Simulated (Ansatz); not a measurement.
```xyz
3

B     0.2664   -0.7259    0.3255
N    -0.7454    0.1469   -0.1434
N     0.4790    0.5790   -0.1821
```

Geometry: r2SCAN-D4/def2-TZVP.

Computed with UKS PBE0-D4/def2-TZVP in Ansatz.

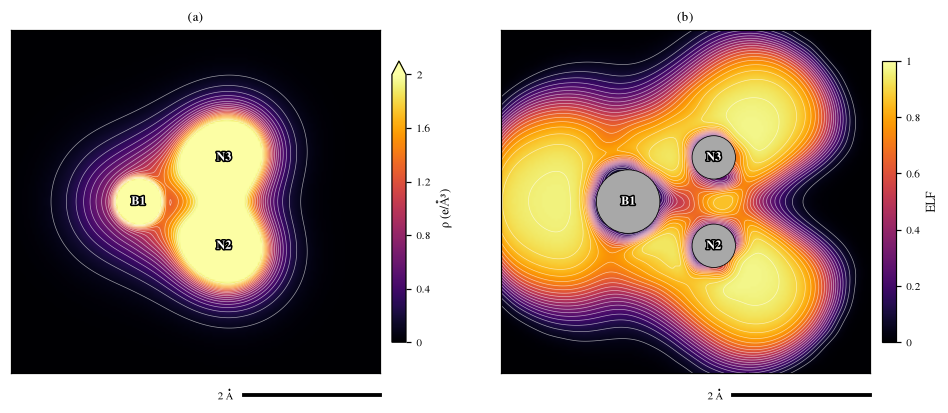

BN2 (doublet). (a) total electron density; (b) electron localisation function on the molecular plane. Grey discs cover the atomic cores in the ELF map.

**Describe what can be read from this map.**

The plane passes through B and N nuclei. N–N (1.30 Å): the density is about 2.8 e/Å³ at the midpoint; the ELF peaks at about 0.85 between the atoms: localised, covalent bonding. B–N (1.42 Å): ρ is about 1.9 e/Å³ halfway; the ELF peaks at about 0.85 between the atoms: a polar covalent bond. The ELF also peaks beside N2, B1 and N3, away from the bonds: non-bonding electrons, paired or unpaired.
